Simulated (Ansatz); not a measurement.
# Cl2H3NSi + H2O: a complex and its separated parts, part 3 of 3

Ansatz 0.2.0, Gaussian basis. Earlier steps stand in the parts before.

## (20) Vibrations of Cl2H3NSi

Contents of vib-parta/in.yaml:

```yaml
crystal:
  periodic: [false, false, false]
  atoms:
    - {symbol: Si, position_ang: [-0.465050, -0.924137, -0.638791]}
    - {symbol: N, position_ang: [1.034588, -0.209410, -0.318575]}
    - {symbol: Cl, position_ang: [-0.389424, -2.638994, -1.770036]}
    - {symbol: Cl, position_ang: [-1.298963, -1.431657, 1.153648]}
    - {symbol: H, position_ang: [-1.327118, 0.018318, -1.371147]}
    - {symbol: H, position_ang: [1.656388, -0.606080, 0.367687]}
    - {symbol: H, position_ang: [1.538125, 0.259197, -1.055062]}
basis:
  gaussian: {orbitals: def2-TZVP}
hamiltonian: {xc: pbe0, dispersion: d4}
phonons: {temperatures: {t_min: 298.15, t_max: 900, t_step: 200}}
```

The run is started by

```bash
$ ansatz run in.yaml --threads 8 --pin off --events-out ev --progress --plain --max-ram 19148MiB
```

Standard output, cut to the lines that bear on the results:

```text
Functional definition: PBE0
  name "PBE0"
  cite "Adamo & Barone, J. Chem. Phys. 110, 6158 (1999) doi:10.1063/1.478522"
  cite "Perdew, Burke & Ernzerhof, Phys. Rev. Lett. 77, 3865 (1996) doi:10.1103/PhysRevLett.77.3865"
  parent pbe
[...]
1091 factors; their error is unknown
[...]
mean field -34454.09984886 eV, -1266.1648156181 hartree, gradient 4.5e-5 eV, S^2 0.000000; 0 other end points of the search recorded, 0 dependent functions left out
[...]
Atom 4 at    -1.327118     0.018318    -1.371147 Å, force     0.001206    -0.001680     0.000581 eV/Å
Atom 5 at     1.656388    -0.606080     0.367687 Å, force     0.000106    -0.000931     0.001385 eV/Å
Atom 6 at     1.538125     0.259197    -1.055062 Å, force    -0.000047    -0.000102     0.000034 eV/Å
Dipole moment:     0.395937     0.278360    -0.075348 e Å
Vibrations: 126.12 198.75 247.15 294.79 391.94 510.02 574.73 724.03 831.79 897.95 915.43 1574.58 2292.19 3601.50 3698.27 cm⁻¹, zero-point energy 1.046379 eV
```

Wall time 54 s (8 threads of Oxide Virtual Turin-like, shared host).

Wavenumbers and character of the modes:

```tsv
mode	wavenumber (cm⁻¹)	character
1	126	torsion with bend
2	199	bend with torsion
3	247	bend with torsion
4	295	bend with torsion
5	392	torsion
6	510	Si–Cl stretch
7	575	Si–Cl stretch
8	724	bend
9	832	bend with wag or twist
10	898	bend with Si–N stretch
11	915	Si–N stretch with bend
12	1575	bend
13	2292	Si–H stretch
14	3602	N–H stretch
15	3698	N–H stretch
```

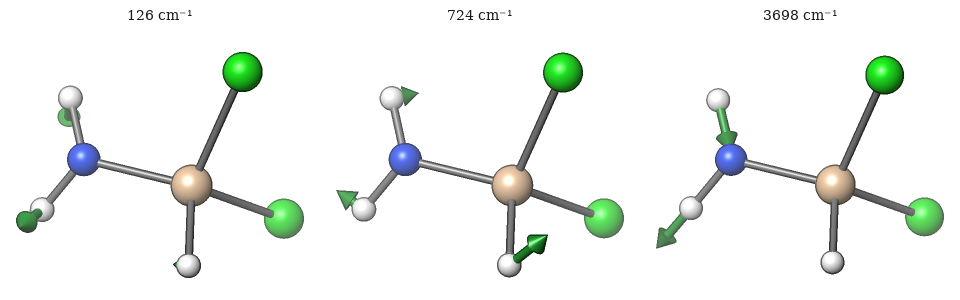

How the atoms move in 3 of the modes.

Vibrational sums (real modes only):

```tsv
T (K)	entropy (J/mol/K)	heat capacity (J/mol/K)
298	46.9	56.3
498	81.1	76.4
698	108.8	87.4
898	131.8	94.9
```

## (21) Vibrations of H2O

Contents of vib-partb/in.yaml:

```yaml
crystal:
  periodic: [false, false, false]
  atoms:
    - {symbol: H, position_ang: [0.276226, 1.464699, 0.766463]}
    - {symbol: O, position_ang: [-0.255323, 2.205411, 1.065781]}
    - {symbol: H, position_ang: [-0.769451, 1.862655, 1.799933]}
basis:
  gaussian: {orbitals: def2-TZVP}
hamiltonian: {xc: pbe0, dispersion: d4}
phonons: {temperatures: {t_min: 298.15, t_max: 900, t_step: 200}}
```

The run is started by

```bash
$ ansatz run in.yaml --threads 8 --pin off --events-out ev --progress --plain --max-ram 19148MiB
```

Standard output, cut to the lines that bear on the results:

```text
[... 5 set-up lines as earlier in the session ...]
[...]
239 factors; their error is unknown
[...]
mean field -2078.33307681 eV, -76.3773318280 hartree, gradient 1.2e-5 eV, S^2 0.000000; 0 other end points of the search recorded, 0 dependent functions left out
[...]
Total energy: -2078.33734664 eV, -76.3774887413 hartree
Atom 0 at     0.276226     1.464699     0.766463 Å, force     0.000089    -0.000044    -0.000083 eV/Å
Atom 1 at    -0.255323     2.205411     1.065781 Å, force    -0.000000     0.000021    -0.000008 eV/Å
Atom 2 at    -0.769451     1.862655     1.799933 Å, force    -0.000088     0.000023     0.000092 eV/Å
Dipole moment:     0.006423    -0.399504     0.160335 e Å
Vibrations: 1622.87 3851.63 3959.35 cm⁻¹, zero-point energy 0.584824 eV
```

Run time: 1.7 s. Hardware: 8 threads of Oxide Virtual Turin-like, shared host.

The modes, with what each moves most:

```tsv
mode	wavenumber (cm⁻¹)	character
1	1623	bend
2	3852	O–H stretch
3	3959	O–H stretch
```

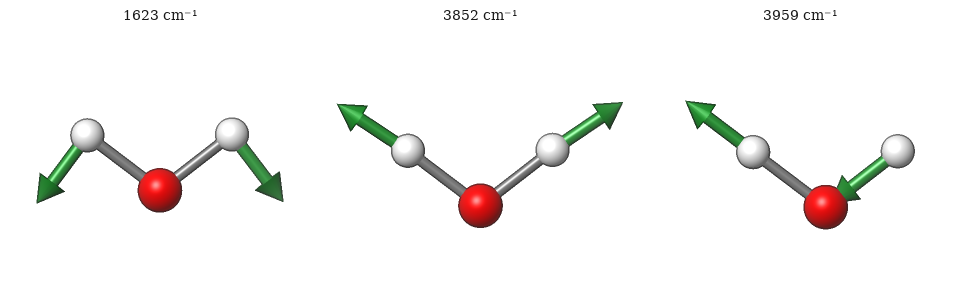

How the atoms move in 3 of the modes.

Vibrational sums (real modes only):

```tsv
T (K)	entropy (J/mol/K)	heat capacity (J/mol/K)
298	0.0	0.2
498	0.4	1.7
698	1.4	3.9
898	2.6	6.1
```

## (22) Complex less separated parts

The complex's own energies come from single points at the same levels.

Rows are in def2-TZVPP; times add the 3 runs of a level on a shared host, so small differences are noise.

Differences are taken before rounding.

```tsv
method	rung	complex less parts (kJ/mol)	from CCSD(T) (kJ/mol)	time
SPW92	LDA	-33.3	-14.3	3.1 s
PBE-D4	GGA	-24.2	-5.2	3.8 s
BLYP-D4	GGA	-22.4	-3.4	3.6 s
r2SCAN-D4	meta-GGA	-21.4	-2.3	5.3 s
B97M-V	meta-GGA	-19.7	-0.7	8.3 s
PBE0-D4	hybrid	-21.6	-2.6	5.3 s
B3LYP-D4	hybrid	-21.2	-2.2	4.5 s
r2SCAN0-D4	hybrid	-20.2	-1.2	6.4 s
BHLYP-D4	hybrid	-19.8	-0.8	5 s
CAM-B3LYP-D4	range-separated hybrid	-21.4	-2.4	5.7 s
wB97X-V	range-separated hybrid	-19.8	-0.8	8.9 s
wB97M-V	range-separated hybrid	-20.3	-1.3	8.7 s
B2PLYP	double hybrid	-16.1	+2.9	7.8 s
PBE-QIDH	double hybrid	-17.8	+1.3	7.8 s
RPA on PBE	RPA	-16.7	+2.3	7.2 s
Hartree-Fock	wavefunction	-4.6	+14.4	
MP2	wavefunction	-19.5	-0.4	
CCSD	wavefunction	-16.5	+2.5	
CCSD(T)	wavefunction	-19.0	0	1.8 min
```

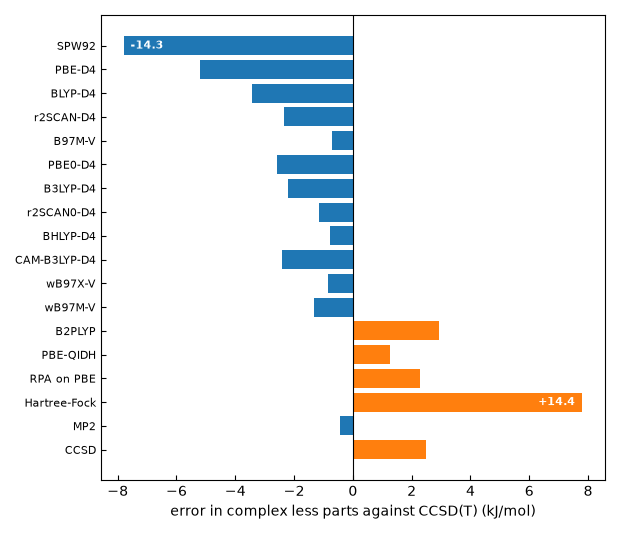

Error of each method against CCSD(T). Bars with a number in them are cut short.

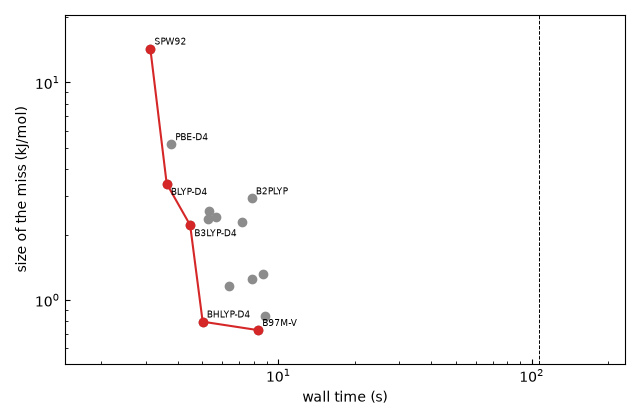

Accuracy for the time spent; red marks the levels that beat every quicker one drawn (of those quicker than the yardstick), and the dashed line is the time of CCSD(T). Only those levels and the largest misses are named. Times are from a shared host.

For cost: B97M-V gets within 0.7 kJ/mol in 8.3 s, where CCSD(T) took 1.8 min; the quickest level in the cost chart, SPW92, takes 3.1 s and misses by 14.3 kJ/mol.

The complex's zero-point energy, from a separate PBE0-D4 run, is 1.712 eV.

## (23) Outcome

The summary covers parts 1 to 3.

| quantity | value |
| --- | --- |
| complex less parts, CCSD(T)/def2-TZVPP | -19.0 kJ/mol |
| with zero-point energy | -11.2 kJ/mol |
| largest T1 diagnostic | 0.009 |

What this shows: At CCSD(T) the complex lies 19.0 kJ/mol below its parts. The functionals run from B97M-V, off by -0.7 kJ/mol, to SPW92, off by -14.3 kJ/mol, against CCSD(T). Mean unsigned error by rung: LDA 14.3, GGA 4.3, meta-GGA 1.5, hybrid 1.7, range-separated hybrid 1.5, double hybrid 2.1 kJ/mol. The double hybrids carry no dispersion term here, unlike the levels marked D4 or V. PBE-D4 gives a relative energy 5.2 kJ/mol too low, outside chemical accuracy (1 kcal/mol, 4.2 kJ/mol). No counterpoise was applied, and triple zeta lacks some correlation, so the CCSD(T) reference has a basis error of its own, and close matches with it are partly luck.
